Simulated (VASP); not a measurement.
Band structure of TiO2 (rutile). Computed with rev-vdW-DF2, VASP's PBE PAW potentials (set 64) (plane waves; VASP).

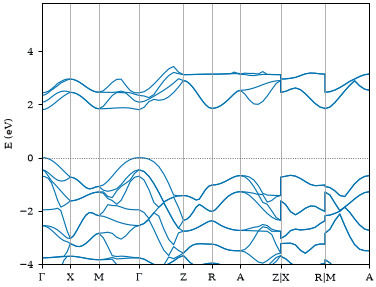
Fig. 1. Bands along high-symmetry lines, zero at the valence-band maximum or, without a gap, the Fermi level

### Question
Read the plot: is there a gap, and where are the band edges?

### Answer
The gap is direct, 1.80 eV, from the valence maximum at Γ to the conduction minimum at Γ. (Edges off the drawn lines would not show.)

The compound is TiO2 in the rutile structure. It was relaxed first.
